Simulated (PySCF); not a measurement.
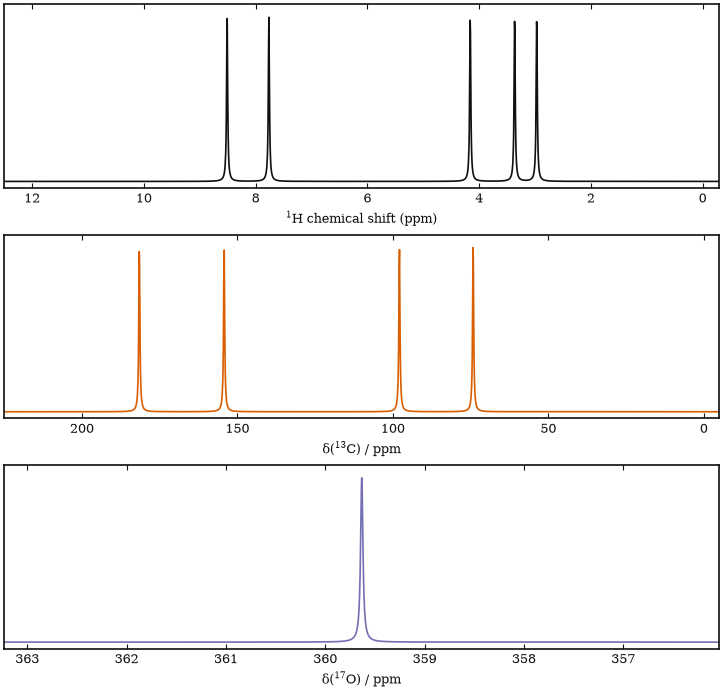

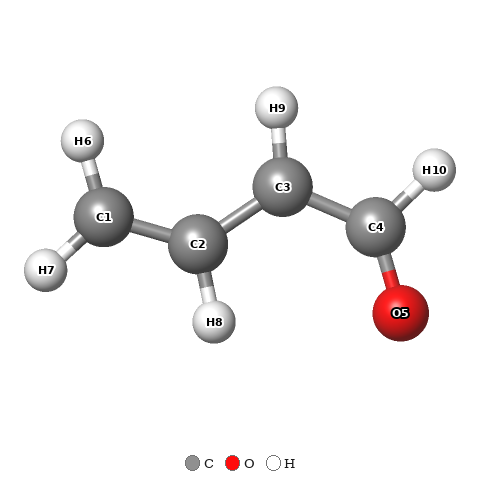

Spectrum and numbered structure of C₄H₅O⁻, SMILES C=C/C=C\[O-]. GIAO shifts, ωB97X-D/pcSseg-2, PySCF 2.14.0, at a PBE0-D3(BJ)/def2-SVP geometry (no frequency check), against TMS for ¹H, TMS for ¹³C and H₂O for ¹⁷O computed at the same level (¹⁷O: a single water molecule, while the usual scale starts at liquid water and gives values some tens of ppm lower). Gas phase, fully decoupled, line heights follow the number of nuclei, widths are arbitrary (no quadrupolar broadening); values of one conformer, averaged over methyl-type rotors and exact or near symmetry; other conformers aren't averaged in.

Which atoms give which ¹H line?

```tsv
δ (ppm)	nuclei	atoms
8.51	1	H10
7.76	1	H8
4.16	1	H9
3.36	1	H6
2.97	1	H7
```

Which atoms give which ¹³C line?

```
δ (ppm)  nuclei  atoms
  181.5       1     C4
  154.3       1     C2
   97.9       1     C3
   74.2       1     C1
```

Where does the ¹⁷O line lie?

At 359.6 ppm (O5).

Known limits of this run: an anion in a basis that has no diffuse functions.
